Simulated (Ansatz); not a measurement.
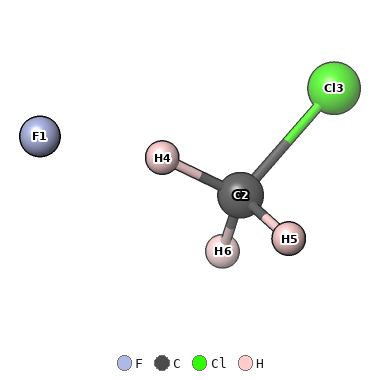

The system is the pair F···CH₃Cl, charge −1; the picture shows the reference structure. 
- First axis: separation of H4 and F1 along their line in the relaxed pair. Second axis: sideways slip of F1.
- Nothing is relaxed (both partners rigid).
- The scan uses an 11 × 11 grid.
- Points are written as (first, second).
- Energies: kJ/mol, counted from the lowest grid point.
- These are results of RKS B3LYP-D4/def2-TZVPD in Ansatz, not measurements.

Its coordinates:

```xyz
6

F     0.2738   -0.5591   -2.2907
C    -0.1682    0.1271    0.3370
Cl    1.1557   -0.0833    1.5917
H     0.1719   -0.1989   -0.6856
H    -0.4268    1.1838    0.3566
H    -1.0064   -0.4698    0.6909
```

Range: separation of H4 and F1 along their line in the relaxed pair from 1.384 to 3.384 Å; sideways slip of F1 from −3.0 to 3.0 Å.

Q: Predict the map.

A: The lowest grid point is at (1.595 Å, 0.0 Å). No other kind of well shows on this grid. The highest grid point, (3.384 Å, 3.0 Å), lies 70 kJ/mol above the lowest. At the lowest point F1···H4 is 1.59 Å, a hydrogen-bond distance.

| second ↓, first → | 1.384 | 1.464 | 1.595 | 1.755 | 1.939 | 2.142 | 2.363 | 2.598 | 2.848 | 3.110 | 3.384 |
| --- | --- | --- | --- | --- | --- | --- | --- | --- | --- | --- | --- |
| 3.0 | 68 | 68 | 68 | 68 | 68 | 68 | 68 | 68 | 69 | 69 | 70 |
| 2.4 | 56 | 56 | 57 | 58 | 59 | 60 | 61 | 62 | 64 | 65 | 66 |
| 1.8 | 38 | 39 | 40 | 42 | 45 | 48 | 51 | 54 | 57 | 59 | 61 |
| 1.2 | 17 | 18 | 20 | 23 | 28 | 34 | 40 | 45 | 49 | 53 | 57 |
| 0.6 | 7 | 5 | 4 | 7 | 13 | 21 | 29 | 36 | 43 | 48 | 53 |
| 0.0 | 12 | 5 | 0 | 1 | 6 | 14 | 23 | 32 | 39 | 45 | 50 |
| −0.6 | 12 | 6 | 3 | 4 | 9 | 16 | 24 | 32 | 39 | 44 | 49 |
| −1.2 | 8 | 7 | 8 | 12 | 17 | 23 | 29 | 36 | 41 | 46 | 50 |
| −1.8 | 14 | 16 | 18 | 22 | 27 | 31 | 36 | 41 | 45 | 49 | 52 |
| −2.4 | 26 | 27 | 30 | 33 | 36 | 39 | 43 | 46 | 49 | 52 | 55 |
| −3.0 | 37 | 38 | 40 | 42 | 44 | 46 | 49 | 51 | 53 | 55 | 57 |

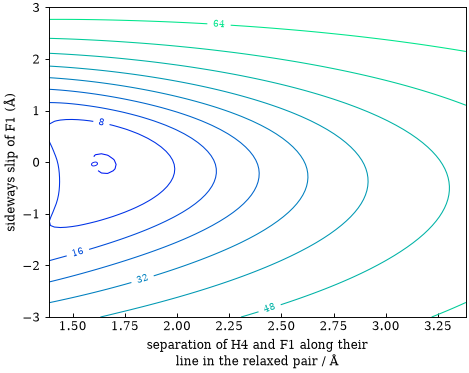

Drawn: contour lines labelled in kJ/mol. Between grid points the surface is interpolated.

Each point was launched as `ansatz run input.yaml --threads 1 --pin off --max-ram 2560MiB --backend cpu --events-out ev --progress --plain --runs-dir out`. The whole map (121 points run) took 9.5 min on 1 thread of Arm Neoverse V1, on a shared host.
